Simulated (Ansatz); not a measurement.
CH$_{6}$NSi: several calculations on one system

## 1. Relaxation

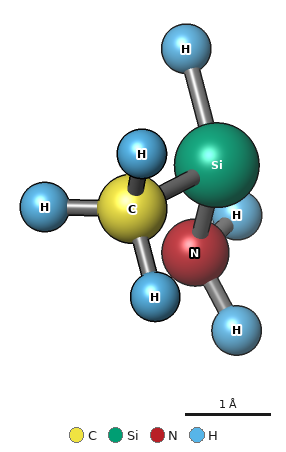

Starting structure of CH₆NSi (multiplicity 2). The picture is a ball-and-stick view, seen from a free direction.

The run prepares an end point of a later path (torsion) calculation, from a guessed geometry.

Method: UKS revPBE-D4/6-31G* in Ansatz.

The input:
```yaml
crystal:
  periodic: [false, false, false]
  atoms:
    - { symbol: C, position_ang: [-0.6433, 0.7582, -0.8261] }
    - { symbol: Si, position_ang: [0.7531, 0.1231, 0.0738] }
    - { symbol: "N", position_ang: [0.2509, -1.0811, 1.1564] }
    - { symbol: H, position_ang: [-1.139, 0.0313, -1.4018] }
    - { symbol: H, position_ang: [-0.381, 1.5637, -1.5719] }
    - { symbol: H, position_ang: [-1.4156, 1.2765, -0.1573] }
    - { symbol: H, position_ang: [1.7506, -0.5048, -0.8414] }
    - { symbol: H, position_ang: [1.1357, -1.5385, 1.5508] }
    - { symbol: H, position_ang: [-0.2229, -0.6748, 2.0004] }
magnetization:
  spin_polarized: true
  initial_magnetization: 1
basis:
  gaussian: { orbitals: "6-31G*" }
hamiltonian:
  xc: revpbe
  dispersion: d4
relax:
  f_tol: 0.015
  max_steps: 40
output:
  orbitals: {}
```

Run as
```bash
ansatz run input.yaml --threads 1 --pin off --max-ram 2048MiB --backend cpu --events-out ev --progress --plain --runs-dir out
```

Question: Predict the outcome.

Answer: The largest move after the best rigid fit is that of Si2, 0.14 Å. Largest moves by element: Si 0.14 Å, H 0.13 Å, N 0.12 Å, C 0.08 Å. Among the contacts that change: C1–Si2 1.779 → 1.908 Å, Si2–N3 1.695 → 1.772 Å, C1–H4 1.051 → 1.105 Å, N3–H8 1.071 → 1.023 Å. Among the angles between lasting bonds that change: Si2–N3–H8 107.1° → 116.3°, Si2–N3–H9 111.9° → 117.0°, H5–C1–H6 102.7° → 107.7°. Over 6 geometry steps the energy falls by 44.8 kJ/mol. Largest force component: 3.5 eV/Å at the start, 0.0095 eV/Å at the end.

The structure at the end:

```xyz
9

C    -0.6870    0.8253   -0.8538
Si    0.8633    0.2092    0.0717
N     0.3466   -1.0447    1.2115
H    -1.1981   -0.0210   -1.3474
H    -0.4073    1.5660   -1.6230
H    -1.4017    1.3094   -0.1655
H     1.7863   -0.5136   -0.8871
H     1.0883   -1.6150    1.6257
H    -0.3020   -0.7620    1.9508
```

The end point in the same view:

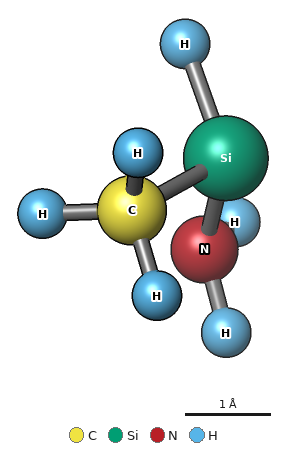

## 2. Relaxation

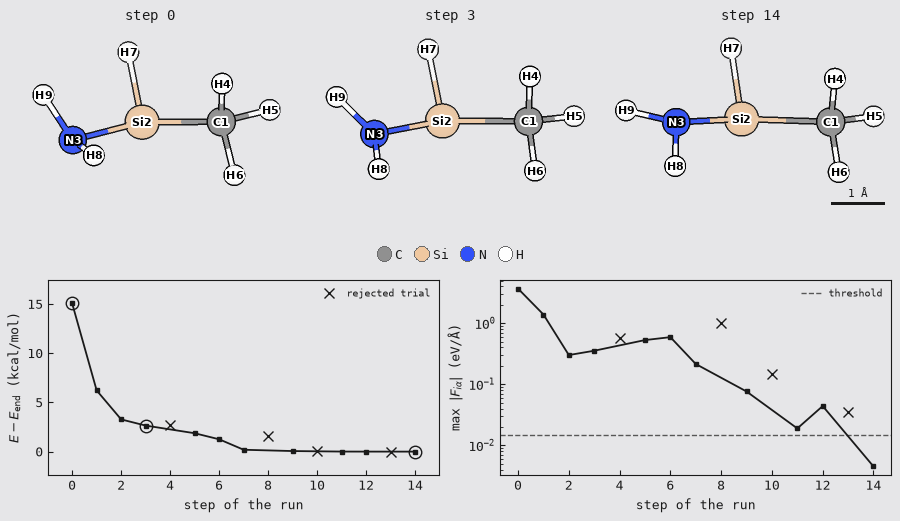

Frames of a relaxation of CH₆NSi (multiplicity 2), marked on the history of the run. Style: ball-and-stick. Shown from a free direction.

The run prepares an end point of a later path (torsion) calculation, from a guessed geometry.

Method: UKS revPBE-D4/6-31G* in Ansatz 0.2.0. Set-up: collinear spin; force threshold 0.015 eV/Å; at most 40 steps.

What happens along the run?

After 10 accepted moves (14 points after the start) the energy has fallen by 15.1 kcal/mol. The largest force component goes from 3.7 to 0.0045 eV/Å. The line search rejected the trial steps at points 4, 8, 10, 13 of the run. H9 moves most after the best rigid fit: 0.48 Å. Largest moves by element: H 0.48 Å, N 0.46 Å, C 0.18 Å, Si 0.09 Å. Among the contacts that change: C1–Si2 1.779 → 1.907 Å, Si2–N3 1.695 → 1.771 Å, C1–H4 1.051 → 1.105 Å, N3–H8 1.071 → 1.023 Å. Among the angles between lasting bonds that change: Si2–N3–H8 107.1° → 116.9°, H5–C1–H6 102.7° → 107.7°, Si2–N3–H9 111.9° → 116.7°. From step 0 to 3: H8 moves most (0.39 Å), energy −12.4 kcal/mol. From step 3 to 14: H9 moves most (0.41 Å), energy −2.65 kcal/mol.

## 3. Path

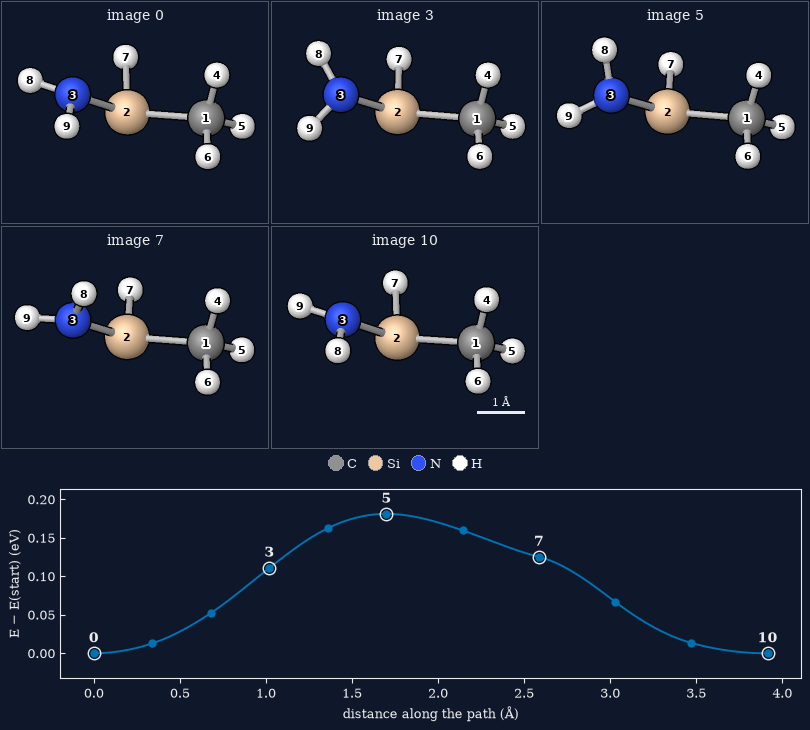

A search for the minimum-energy path of CH$_{6}$NSi (multiplicity 2) by the nudged elastic band. Images are numbered from 0 (start) to 10 (end). The picture is a ball-and-stick view, seen from a free direction.

These are results of UKS revPBE-D4/6-31G* in Ansatz 0.2.0, not measurements. Run with 9 movable images; climbing image; force threshold 0.03 eV/Å; iteration limit 60; starting path by image-dependent pair potential.

Question: What happens along the path, and what is the barrier?

Answer: The barrier is about 0.181 eV in both directions, with image 5 at the top; the ends have the same energy. The motion is a rotation about the Si2–N3 bond. No bond forms or breaks between the ends. Among the angles between lasting bonds that change up to the highest image: N3–Si2–H7 104.3° → 114.3°, C1–Si2–N3 107.7° → 110.4°. The band converged in 14 iterations. The largest component of the band force went from 1.2 to 0.019 eV/Å. The climbing image converged on the top of the path. Its vibrational analysis gives one imaginary mode (262i cm⁻¹), as a transition state must have.
